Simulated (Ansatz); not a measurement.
CH4AlSi (doublet)

```xyz
7

C    -0.9440   -1.0053   -0.3364
Si   -1.0945    0.7540   -0.0245
Al    0.8176   -0.7626    0.2041
H    -1.6807   -1.7661   -0.0890
H    -0.7482    1.7256   -1.1011
H     2.2430   -1.3311    0.5715
H    -2.1493    1.3623    0.8372
```

Geometry: PBE0-D4/def2-TZVP.

Computed with UKS PBE0-D4/def2-TZVPP in Ansatz 0.2.0.

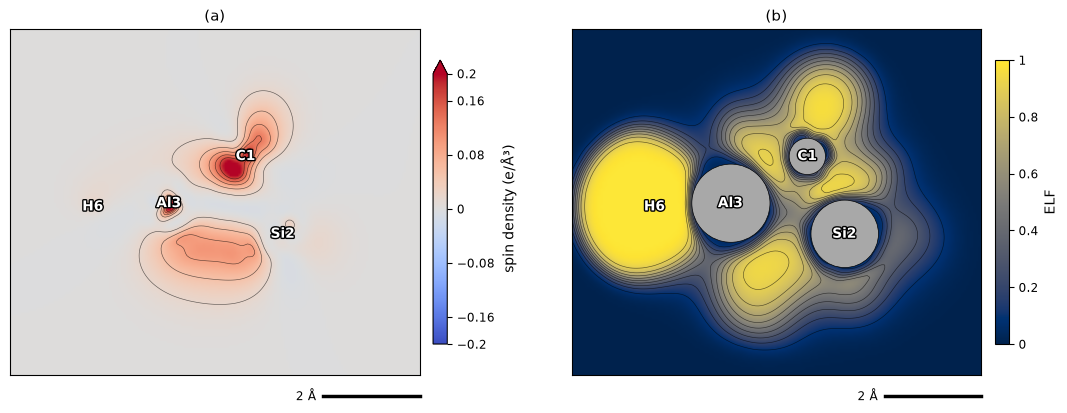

Figure 1. (a) spin density (α minus β); (b) electron localisation function on the plane of atoms C1, Al3 and H6. Grey discs cover the atomic cores in the ELF map.

What do the fields say about this system?

Answer. Atoms in the plane: C, Si, Al and H. C–Si (1.79 Å): the ELF peaks at about 0.90 between the atoms, as expected for localised, covalent bonding. C–Al (1.86 Å): the ELF peaks at about 0.85 in the valence shell of C, 0.7 Å from its nucleus, and is about 0.65 at the midpoint. Al–Si (2.45 Å): the ELF peaks at about 0.60 in the valence shell of Si, 1.1 Å from its nucleus, and is about 0.55 at the midpoint. Al–H (1.58 Å): the ELF climbs to about 1 towards the hydrogen. The unpaired spin (1 electron) lies mostly on Al3 (about 0.3), C1 (about 0.3) and Si2 (about 0.2), in electrons by Hirshfeld's partition.

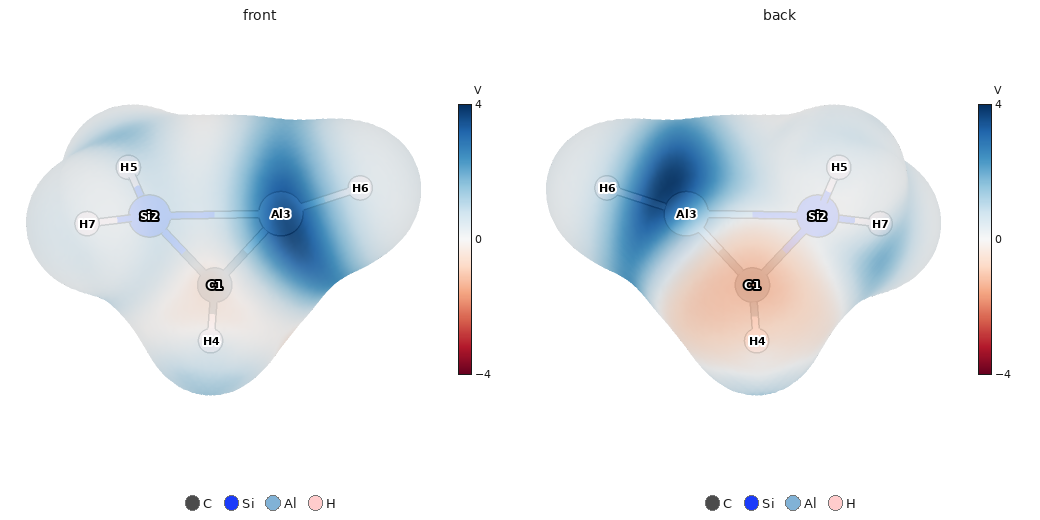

Figure 2. The molecular electrostatic potential painted on the density surface at 0.004 e/bohr³, seen from the front and from behind; the colour scale runs from red (negative) to blue (positive).

Describe the electrostatic potential map.

Answer. The most negative region (about −1.2 V) lies over C1, the most positive (about +3.8 V) over Al3.

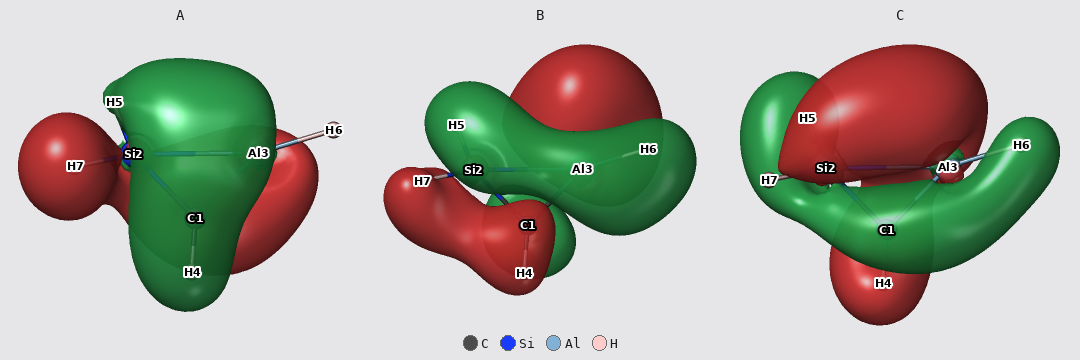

Figure 3. Three frontier orbitals at ±0.06 Å⁻³ᐟ² (green and red are the two phases), in no order.

Which picture is the HOMO−1, the HOMO and the LUMO? All are α orbitals.

Answer. A is the HOMO−1 (α) (−7.14 eV). By Hirshfeld shares it lies mainly on C1 (about 45 %), Si2 (about 25 %), Al3 (about 20 %) and H7 (about 5 %). C is the HOMO (α) (−5.61 eV). Its weight (Hirshfeld) is mainly on Al3 (about 35 %), Si2 (about 30 %), C1 (about 25 %) and H5 (about 5 %). B is the LUMO (α) (−1.39 eV). By Hirshfeld shares it lies mainly on Al3 (about 55 %), Si2 (about 20 %), C1 (about 15 %) and H6 (about 5 %).

What is the gap between the highest occupied and lowest empty α orbitals?

Answer. 4.22 eV between the orbital energies.
